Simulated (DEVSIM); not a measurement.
Structure: W/Al2O3/p-InP capacitor, at 250 K.

| layer (left to right) | material | thickness (nm) | Na (cm⁻³) |
|---|---|---|---|
| 1 | Al2O3 | 2.90 | - |
| 2 | InP | 480 | 1.7e18 |

Metal gate on the left, work function 4.6 eV. Fixed charge at the semiconductor interface 0 cm⁻² (in units of +e); no interface traps.

This is a model device: material constants are rounded textbook-type values typed into the input, and sizes, dopings and lifetimes were drawn at random. Values at 300 K; Nc and Nv go as T^1.5, mobilities as T to minus their exponent, the gap by Varshni's rule with the affinity fixed.

```
parameter         Al2O3       InP
----------------  -----  --------
gap (eV)            6.8     1.344
affinity (eV)      1.35      4.38
permittivity          9      12.5
Nc (cm⁻³)             -    5.7e17
Nv (cm⁻³)             -    1.1e19
Varshni α (eV/K)      -  0.000363
Varshni β (K)         -       162
```

DEVSIM, 1D Poisson equation in equilibrium, Boltzmann statistics, complete ionisation; no quantum confinement or tunnelling. Metal contacts follow the ideal Schottky-Mott rule: no Fermi-level pinning, no interface dipoles.

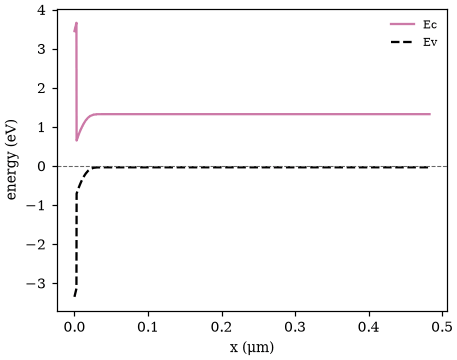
*Band edges at -0.2 V on the gate*

Energies count from the Fermi level of the right contact; mesh points crowd at the junctions.

```csv
x (μm),Ec (eV),Ev (eV),n (cm⁻³),p (cm⁻³),field (V/cm)
0.000,3.450,-3.350,< 1e2,< 1e2,790000
0.0007133,3.506,-3.294,< 1e2,< 1e2,790000
0.001450,3.564,-3.236,< 1e2,< 1e2,790000
0.002234,3.626,-3.174,< 1e2,< 1e2,790000
0.003162,0.663,-0.696,18000,77000,560000
0.004267,0.724,-0.636,1100,1300000,530000
0.006228,0.824,-0.536,< 1e2,1.3e8,490000
0.01117,1.034,-0.325,< 1e2,2.3e12,360000
0.01849,1.235,-0.125,< 1e2,2.5e16,180000
0.03047,1.322,-0.037,< 1e2,1.5e18,10000
0.05273,1.325,-0.034,< 1e2,1.7e18,≈ 0
0.1089,1.325,-0.034,< 1e2,1.7e18,≈ 0
0.1918,1.325,-0.034,< 1e2,1.7e18,≈ 0
0.3060,1.325,-0.034,< 1e2,1.7e18,≈ 0
0.3993,1.325,-0.034,< 1e2,1.7e18,≈ 0
0.4363,1.325,-0.034,< 1e2,1.7e18,≈ 0
0.4562,1.325,-0.034,< 1e2,1.7e18,≈ 0
0.4684,1.325,-0.034,< 1e2,1.7e18,≈ 0
0.4766,1.325,-0.034,< 1e2,1.7e18,≈ 0
0.4799,1.325,-0.034,< 1e2,1.7e18,≈ 0
0.4817,1.325,-0.034,< 1e2,1.7e18,≈ 0
0.4829,1.325,-0.034,< 1e2,1.7e18,≈ 0
```
